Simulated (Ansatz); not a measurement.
# Phonons of LaTl (Pm-3m) against volume, part 2 of 2

Aim: how the phonons of LaTl (Pm-3m) shift with volume, and the thermal expansion that follows.

Ansatz 0.2.0; DFT PBEsol, scalar-relativistic, plane waves, PAW; PAW set soft_1.

So far, highest frequency on the path or at a solved wavevector (cm⁻¹): step 2 (phonons on a q mesh) 132.

## 4. Phonons at the other volume, volume ratio 0.97

The phonons are repeated at this volume on the same k and q meshes.

Input file input.yaml:

```yaml
crystal:
  lattice:
    - [3.8797015413, 0.0, 0.0]
    - [0.0, 3.8797015413, 0.0]
    - [0.0, 0.0, 3.8797015413]
  atoms:
    - { symbol: La, position: [0.0, 0.0, 0.0] }
    - { symbol: Tl, position: [0.5, 0.5, 0.5] }
kpoints:
  mp_grid: { grid: [12, 12, 12] }
hamiltonian:
  xc: pbesol
  pseudopotentials: { kind: paw, azcp: { folder: soft_1 }, xc_functional: pbe }
scf:
  occupations: { method: methfessel_paxton, width: 0.2 }
output:
  eigenvalues: true
phonons:
  method: dfpt
  qmesh: [4, 4, 4]
  temperatures: { t_max: 1000, t_step: 50 }
  qpath:
    path:
      - [[0.0, 0.0, 0.0], [0.0, 0.5, 0.0], [0.5, 0.5, 0.0], [0.0, 0.0, 0.0], [0.5, 0.5, 0.5], [0.0, 0.5, 0.0]]
      - [[0.5, 0.5, 0.5], [0.5, 0.5, 0.0]]
    npoints: 10
```

Command:

```console
> ansatz run input.yaml --threads 4 --pin off --max-ram 10240MiB --backend cpu --events-out ev --progress --plain --runs-dir out
```

Numbers of over 12 decimals in the logs are rounded to 6 here.

What it wrote:

```text
[...]
Crystal: 2 atoms, lattice volume = 58.398 Å³
Basis set: ecut = 420 eV, 1189 PW (Γ), exchange–correlation on 54×54×54 points (8 copies of the dense FFT grid, shifted against one another)
Bands: 16, of which v1, the nominal top of the filled ones, is band 12 counted from 1 (11 counted from 0)
Symmetry: 48 space group operations
k-points: 84 of 1728
[...]
SCF iter   1: F=—  HF=-17460.699397 eV  |F-HF|=—  |Δ(HF+E_count)|=         —  Δρ=4.08e-2  dr2=1.83e0  ethr=3.10e-3  ⟨swp⟩=4.0  Hψ=5449  notcnv=0
[...]
SCF iter  10: F=-17460.048608 eV  HF=-17460.048608 eV  |F-HF|=3.64e-12  |Δ(HF+E_count)|=  7.28e-12  S|Δr|=    0.00e0  Δρ=3.42e-8  dr2=6.82e-13  ethr=1.00e-12  ⟨swp⟩=6.3  Hψ=6818  notcnv=0
SCF 1 converged in 10 iterations: F = -17460.048608 eV  dr2 = 6.82e-13
[...]
SCF iter   4: F=-17460.048608 eV  HF=-17460.048608 eV  |F-HF|=0.00e0  |Δ(HF+E_count)|=    0.00e0  S|Δr|=    0.00e0  Δρ=6.58e-8  dr2=3.13e-12  ethr=1.00e-12  ⟨swp⟩=2.3  Hψ=2715  notcnv=0
SCF 2 converged in 4 iterations: F = -17460.048608 eV  dr2 = 3.13e-12
[...]
NSCF: frozen V_eff on 84 k-points
[...]
SCF converged after 10 iterations
[...]
Free energy (F): -17460.048608 eV
[...]
Internal energy: -17460.047811 eV  (E = F + TS)
E sigma→0 (E₀):  -17460.048409 eV
Entropy (-TS):   -0.000798 eV (-0.399 meV/atom)
Fermi energy:    12.303367 eV
[...]
--- Band table (eV; the first three rows and the last of 84) ---
  k-point 0: bands = [... 8 lower, 1.0446, 4.1619, 12.0174, 12.0174, 13.8030, 13.8030, 13.8030, 14.0843]
  k-point 1: bands = [... 8 lower, 1.0465, 4.2632, 12.0214, 12.0296, 13.7000, 13.7747, 13.7747, 14.0745]
  k-point 2: bands = [... 8 lower, 1.0517, 4.5520, 11.8298, 12.0640, 13.5437, 13.6677, 13.6677, 14.0464]
  k-point 83: bands = [... 8 lower, 1.2524, 7.6248, 9.7389, 9.7389, 9.7389, 14.1217, 14.1217, 14.1217]
[...]
ASR residual: 2.344e-5 → 0.000e0 eV/Å²; symmetrization residual: 1.251e-5 eV/Å²
  ASR residual per site (eV/Å²): 1.68e-5 2.34e-5
  Γ frequencies (cm⁻¹): 0.00 0.00 0.00 81.25 81.25 81.25
--- Phonons (arbitrary-q DFPT): 10 irreducible q on the 4×4×4 mesh ---
[...]
interpolated dispersion: 62 rows × 6 modes
[...]
zero-point energy: 0.027205 eV/cell   skipped modes (ω ≤ 0): 10, of them read as no rigid motion or as one in doubt: 7 (1.611e-2 modes/cell left out, lowest -13.53 cm⁻¹)   left out of the sums: 2.81e-3 of the cell's modes: C_V's classical limit lies that fraction below 3 k_B per atom; for a crystal, a wire or a layer, F and S can be off by more, and a phonons.interpolated_qmesh denser along its periods is the remedy for the sampling
```

Run time: 7.5 min. Hardware: 4 threads of Arm Neoverse V1, shared host; peak memory 2.8 GiB.

This step gave:

- sum-rule residual before enforcement: 2.34e-5 eV/Å²
- lowest frequency on the path: -13.53 cm⁻¹
- highest frequency on the path or at a solved wavevector: 139.2 cm⁻¹
- highest optical mode at the zone centre (no LO-TO term): 81.25 cm⁻¹
- lowest optical zone-centre mode: 81.25 cm⁻¹
- lowest mode on the q mesh (acoustic modes at Γ apart): -13.53 cm⁻¹

Frequencies (cm⁻¹) solved at each irreducible wavevector; negative means imaginary. Frequencies by wavevector, by row:

```csv
q in reciprocal lattice units,star,mode 1,mode 2,mode 3,mode 4,mode 5,mode 6
0 0 0,1,0,0,0,81.2,81.2,81.2
0 0 0.25,6,37.1,37.1,49,78,78,98.9
0 0 -0.5,3,54.6,54.6,73.8,75.7,75.7,105.9
0 0.25 0.25,12,6.7,47.4,64.3,73.6,89.7,114.3
0 0.25 -0.5,12,38.3,42.1,56,65.6,115.5,124.8
0 -0.5 -0.5,3,-13.5,-13.5,57.4,60.4,139.2,139.2
0.25 0.25 0.25,8,39.3,39.3,48.2,100.2,108.8,108.8
0.25 0.25 -0.5,12,16.8,44.5,60.3,99.1,115,127.2
0.25 -0.5 -0.5,6,52.2,52.2,66.1,96.3,130.1,130.1
-0.5 -0.5 -0.5,1,77.3,77.3,77.3,117.7,117.7,117.7
```

The highest optical mode at the zone centre (no LO-TO term) is 81.2 cm⁻¹, +6.0 cm⁻¹ against the base run.

## 5. Relaxing at another volume, volume ratio 1.03

The volume is scaled by 1.03 and held; symmetry leaves nothing to relax, so this is a single point. The modes can then be followed against volume.

input.yaml, the sections that differ from step 4:

```yaml
crystal:
  lattice:
    - [3.9581004727, 0.0, 0.0]
    - [0.0, 3.9581004727, 0.0]
    - [0.0, 0.0, 3.9581004727]
  atoms:
    - { symbol: La, position: [0.0, 0.0, 0.0] }
    - { symbol: Tl, position: [0.5, 0.5, 0.5] }
output:
  forces: true
  stress: true
  eigenvalues: true
# kpoints, hamiltonian, scf: as in step 4
# phonons: removed
```

What it wrote:

```text
[...]
Crystal: 2 atoms, lattice volume = 62.010 Å³
Basis set: ecut = 420 eV, 1213 PW (Γ), exchange–correlation on 54×54×54 points (8 copies of the dense FFT grid, shifted against one another)
Bands: 16, of which v1, the nominal top of the filled ones, is band 12 counted from 1 (11 counted from 0)
Symmetry: 48 space group operations
[...]
k-points: 84 of 1728
[...]
--- Band table (eV; the first three rows and the last of 84) ---
  k-point 0: bands = [... 8 lower, 0.2593, 3.5160, 11.1971, 11.1971, 12.8107, 12.8107, 12.8107, 13.0662]
  k-point 1: bands = [... 8 lower, 0.2602, 3.6066, 11.1904, 11.2107, 12.7158, 12.7887, 12.7887, 13.0577]
  k-point 2: bands = [... 8 lower, 0.2626, 3.8664, 10.9679, 11.2491, 12.5811, 12.7049, 12.7049, 13.0331]
  k-point 83: bands = [... 8 lower, 0.4393, 6.7463, 9.0740, 9.0740, 9.0740, 13.0885, 13.0885, 13.0885]
[key lines of the parts left out:]
SCF converged after 8 iterations
Free energy (F): -17460.049713 eV
Fermi energy:    11.455786 eV
P = ⅓ Tr σ = -1.4860 GPa (-14.860 kbar)
```

Elapsed: 1.8 s, on 4 threads; peak memory 0.41 GiB; 6.4 s of CPU time.

This step gave:

```yaml
pressure: -1.486 GPa
volume_per_atom: 31.00 Å³
```

The run ends at a pressure of -1.49 GPa.

## 6. Phonons at the other volume, volume ratio 1.03

The phonons are repeated at this volume on the same k and q meshes.

Edit input.yaml of step 5 so:

```diff
@@ -16,4 +16,11 @@
 output:
-  forces: true
-  stress: true
   eigenvalues: true
+phonons:
+  method: dfpt
+  qmesh: [4, 4, 4]
+  temperatures: { t_max: 1000, t_step: 50 }
+  qpath:
+    path:
+      - [[0.0, 0.0, 0.0], [0.0, 0.5, 0.0], [0.5, 0.5, 0.0], [0.0, 0.0, 0.0], [0.5, 0.5, 0.5], [0.0, 0.5, 0.0]]
+      - [[0.5, 0.5, 0.5], [0.5, 0.5, 0.0]]
+    npoints: 10
```

What it wrote:

```text
[...]
Crystal: 2 atoms, lattice volume = 62.010 Å³
Basis set: ecut = 420 eV, 1213 PW (Γ), exchange–correlation on 54×54×54 points (8 copies of the dense FFT grid, shifted against one another)
Bands: 16, of which v1, the nominal top of the filled ones, is band 12 counted from 1 (11 counted from 0)
Symmetry: 48 space group operations
k-points: 84 of 1728
[...]
k-point 83: bands = [... 8 lower, 0.4394, 6.7464, 9.0740, 9.0740, 9.0740, 13.0885, 13.0885, 13.0885]
[...]
ASR residual: 2.152e-5 → 0.000e0 eV/Å²; symmetrization residual: 1.030e-5 eV/Å²
  ASR residual per site (eV/Å²): 8.18e-6 2.15e-5
  Γ frequencies (cm⁻¹): 0.00 0.00 0.00 69.63 69.63 69.63
--- Phonons (arbitrary-q DFPT): 10 irreducible q on the 4×4×4 mesh ---
[...]
interpolated dispersion: 62 rows × 6 modes
[...]
[key lines of the parts left out:]
SCF converged after 10 iterations
Free energy (F): -17460.049713 eV
Fermi energy:    11.455789 eV
```

The job ended after 8.9 min (4 threads; peak memory 2.9 GiB; 35 min of CPU time).

This step gave:

```yaml
sum_rule_residual_before_enforcement: 2.15e-5 eV/Å²
lowest_frequency_on_the_path: 0 cm⁻¹
highest_frequency_on_the_path_or_at_a_solved_wavevector: 125.7 cm⁻¹
mean_frequency: 66.1 cm⁻¹
debye_temperature_second_moment: 135 K
logarithmic_mean_frequency: 58.7 cm⁻¹
highest_optical_mode_at_the_zone_centre_no_lo_to_term: 69.63 cm⁻¹
lowest_optical_zone_centre_mode: 69.63 cm⁻¹
lowest_mode_on_the_q_mesh_acoustic_modes_at_gamma_apart: 13.37 cm⁻¹
zero_point_energy_per_atom: 12.29 meV
heat_capacity_at_300_k: 24.69 J/(mol atoms K)
vibrational_entropy_at_300_k: 56.70 J/(mol atoms K)
```

Frequencies (cm⁻¹) solved at each irreducible wavevector; negative means imaginary. Frequencies by wavevector, by row:

```csv
q in reciprocal lattice units,star,mode 1,mode 2,mode 3,mode 4,mode 5,mode 6
0 0 0,1,0,0,0,69.6,69.6,69.6
0 0 0.25,6,33.3,33.3,44.3,67.3,67.3,88.5
0 0 -0.5,3,47.4,47.4,66.8,66.8,68.1,96
0 0.25 0.25,12,13.4,41.6,57.7,63.2,80.1,101.5
0 0.25 -0.5,12,36.4,41.4,48.9,56.4,103.3,112.9
0 -0.5 -0.5,3,19.9,19.9,47.6,53.5,125.7,125.7
0.25 0.25 0.25,8,35.8,35.8,44.8,89.8,96.7,96.7
0.25 0.25 -0.5,12,21.7,42.2,52.3,87.5,103.1,114.9
0.25 -0.5 -0.5,6,50.1,50.1,58.9,85.8,117.6,117.6
-0.5 -0.5 -0.5,1,70.9,70.9,70.9,105,105,105
```

The highest optical mode at the zone centre (no LO-TO term) is 69.6 cm⁻¹, -5.6 cm⁻¹ against the base run.

## 7. Grüneisen parameters

The Grüneisen parameter of a mode is minus the logarithmic change of its frequency with volume, −d ln ω / d ln V; weighted by heat capacity it gives the expansion.

Numbers from this step:

```
bulk modulus : 54.1 GPa
```

The phonon branches at the labelled points (cm⁻¹):

```csv
point,branch 1,branch 2,branch 3,branch 4,branch 5,branch 6
Γ,0,0,0,75,75,75
X,51,51,71,71,71,101
M,12,12,52,57,132,132
Γ,0,0,0,75,75,75
R,74,74,74,111,111,111
X,51,51,71,71,71,101
jump to R,74,74,74,111,111,111
M,12,12,52,57,132,132
```

The same for volume x 0.97:

```csv
point,branch 1,branch 2,branch 3,branch 4,branch 5,branch 6
Γ,0,0,0,81,81,81
X,55,55,74,76,76,106
M,-14,-14,57,60,139,139
Γ,0,0,0,81,81,81
R,77,77,77,118,118,118
X,55,55,74,76,76,106
R,77,77,77,118,118,118
M,-14,-14,57,60,139,139
```

The same for volume x 1.03:

```csv
point,branch 1,branch 2,branch 3,branch 4,branch 5,branch 6
Γ,0,0,0,70,70,70
X,47,47,67,67,68,96
M,20,20,48,54,126,126
Γ,0,0,0,70,70,70
R,71,71,71,105,105,105
X,47,47,67,67,68,96
R,71,71,71,105,105,105
M,20,20,48,54,126,126
```

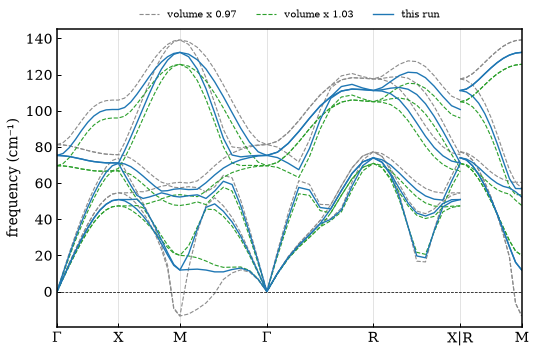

Phonon branches along the path; dashed: volume x 0.97 and volume x 1.03.

## 8. Outcome

```json
{"bulk modulus": "54.1 GPa"}
```

In words: No expansion is given, because modes are imaginary at one volume or more. The highest optical mode at Γ goes from 81 to 70 cm⁻¹ as the cell grows, a Grüneisen parameter of 2.57. Branches are matched by rank, so values near crossings are rough. With no gap, or one that is small against the smearing, the frequencies hang on the k mesh and the smearing, most of all near Kohn anomalies. Spin-orbit coupling is left out, which can matter for the heavy elements here. The PAW files were made for PBE and serve the other functionals too. A phonon run warned that its eigensolver left some bands unconverged in a pass.

[Logs are printed without paths, hosts, clocks, repeated set-up lines and the standing remarks that a program may print on its own settings, such as how far it seeks lower states.]

[Hosts, paths, dates, database ids (printed as entryN), source tags and the programs' standing remarks are cut or masked in the printed files.]
